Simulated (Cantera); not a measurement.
A closed system holds: 1 mol Ta₂O₅, 1.4 mol CO, at 2623 K.

Method: chemical equilibrium by Gibbs-energy minimisation in Cantera with the NASA 1993 tables (ideal gas, pure condensed phases). Candidate condensed phases: C, Ta, TaC, Ta₂O₅; 15 gas species. Mutual solubility and eutectic melting of coexisting phases are not modelled. TaC: taken at fixed stoichiometry. Condensed phases not in the tables: Ta₂C. Rates play no part.

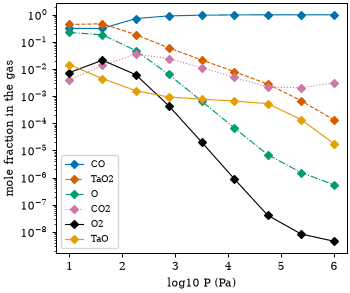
Equilibrium gas composition (values under 1e-9 drawn at 1e-9)

From 10.0 Pa to 42.0 Pa nothing is condensed. From 180 Pa to 56000 Pa the condensed part is Ta₂O₅(l). From 240000 Pa to 1000000 Pa the condensed part is TaC(s) + Ta₂O₅(l). The main Ta-bearing gas is TaO₂ throughout.
